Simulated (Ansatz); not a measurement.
**CH₅S₂ (charge +1): density, localisation and related maps**

The calculation's input:

```
crystal:
  periodic: [false, false, false]
  atoms:
    - {symbol: S, position_ang: [-1.629170, 0.312452, 0.095052]}
    - {symbol: C, position_ang: [0.103238, 0.517640, 0.424599]}
    - {symbol: S, position_ang: [0.912996, -1.154420, 0.538822]}
    - {symbol: H, position_ang: [-1.519068, 0.257437, -1.244196]}
    - {symbol: H, position_ang: [0.642296, 1.115289, -0.306823]}
    - {symbol: H, position_ang: [0.231458, 0.934476, 1.424512]}
    - {symbol: H, position_ang: [2.234743, -0.846104, 0.488465]}
    - {symbol: H, position_ang: [0.851146, -1.492619, -0.766533]}
basis:
  gaussian: {orbitals: def2-TZVPP}
total_charge: 1
hamiltonian: {xc: pbe0, dispersion: d4}
output: {orbitals: {seedname: orbitals}}
```

Launched as:

```sh
ansatz run in.yaml --threads 2 --pin off --events-out ev --progress --plain --max-ram 4352MiB
```

Geometry: PBE0-D4/def2-TZVP.

Computed with Ansatz 0.2.0, RKS PBE0-D4/def2-TZVPP.

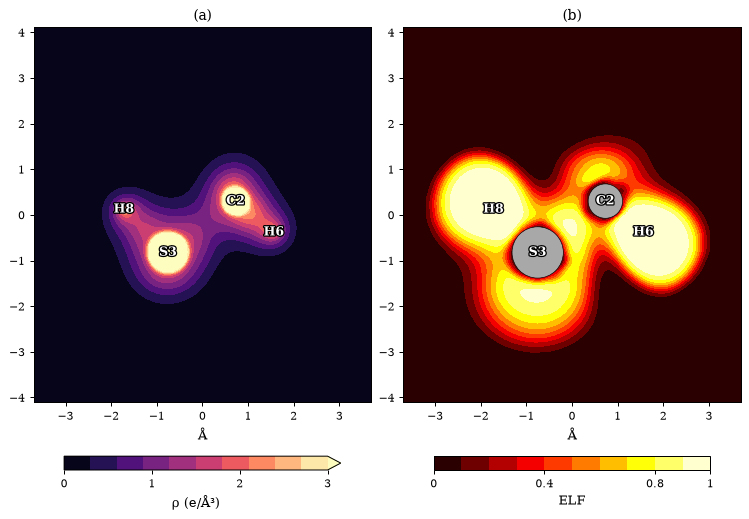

Figure 1. (a) electron density; (b) electron localisation function on the plane of atoms C2, S3 and H8. Grey discs cover the atomic cores in the ELF map.

### What does the map show?

Atoms in the plane: C, S and H.
C–H (1.09 Å): the density is about 2.1 e/Å³ at the midpoint; the ELF climbs to about 1 towards the hydrogen, as it does in any bond to H: an ordinary covalent bond to hydrogen.
C–S (1.86 Å): ρ at the midpoint is about 1.2 e/Å³; the ELF peaks at about 0.90 between the atoms, as expected for a shared electron pair.
S–H (1.35 Å): ρ at the midpoint is about 1.6 e/Å³; the ELF climbs to about 1 towards the hydrogen; an ordinary covalent bond to hydrogen.
The ELF also peaks beside S3, away from the bonds: lone-pair regions.

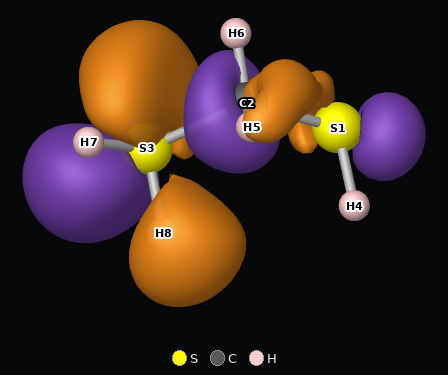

Figure 2. One frontier orbital at ±0.1 Å⁻³ᐟ² (orange and purple are the two phases), seen at a tilt.

### Which orbital is it: HOMO or LUMO?

The LUMO, at −6.38 eV. It lies mainly on S3 (about 50 %), C2 (about 20 %), H8 (about 10 %) and S1 (about 10 %).

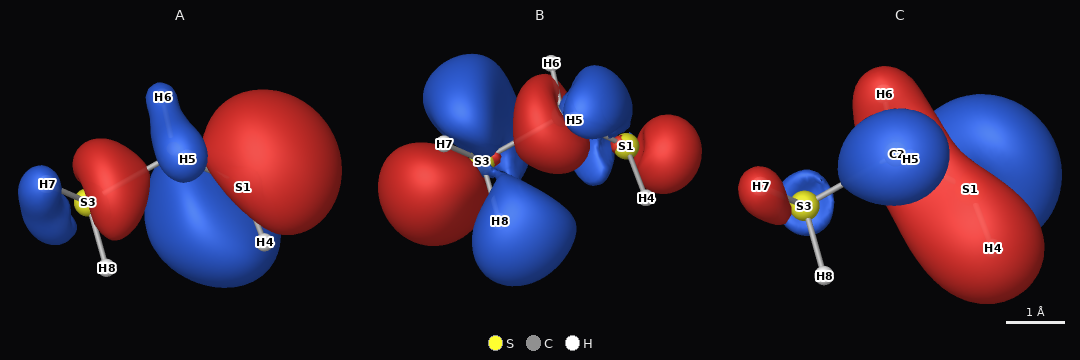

Figure 3. Three frontier orbitals at ±0.08 Å⁻³ᐟ² (blue and red are the two phases), in no order.

### Order the three orbitals by energy and name them.

C is the HOMO−1 (−14.97 eV). By Hirshfeld shares it lies mainly on S1 (about 65 %), C2 (about 10 %) and H4 (about 10 %); largely a lone pair of S1. A is the HOMO (−12.47 eV). It lies mainly on S1 (about 80 %) and S3 (about 5 %); largely a lone pair of S1. B is the LUMO (−6.38 eV). By Hirshfeld shares it lies mainly on S3 (about 50 %), C2 (about 20 %), H8 (about 10 %) and S1 (about 10 %).

### What is the HOMO–LUMO gap?

6.09 eV between the orbital energies.
